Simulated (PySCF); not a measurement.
Vertical excitations of a molecule C3H7FSi2 from TDA-PBE/def2-SVPD run with PySCF, as energy in eV (oscillator strength): 5.70 (0.003), 5.76 (0.046), 5.91 (0.005), 6.18 (0.005), 6.24 (0.009), 6.35 (0.015), 6.43 (0.008), 6.56 (0.027), 6.66 (0.007), 6.71 (0.001). Lowest triplet (TDA): 4.82 eV. Geometry: B3LYP-D3(BJ)/def2-SVP. One conformer was computed; it need not be the lowest.

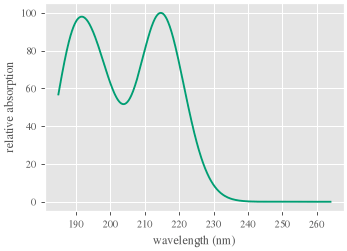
Figure. The lines broadened by 0.4 eV.

Problem. Which molecule gave these data?
A) C=C1[SiH2]C[Si@H]1F
B) F[SiH2]C=C=C[SiH3]
C) C#C[SiH2][C@H](F)[SiH3]
D) CC1=C[SiH2][Si@@H]1F

Solution. C, C#C[SiH2][C@H](F)[SiH3]
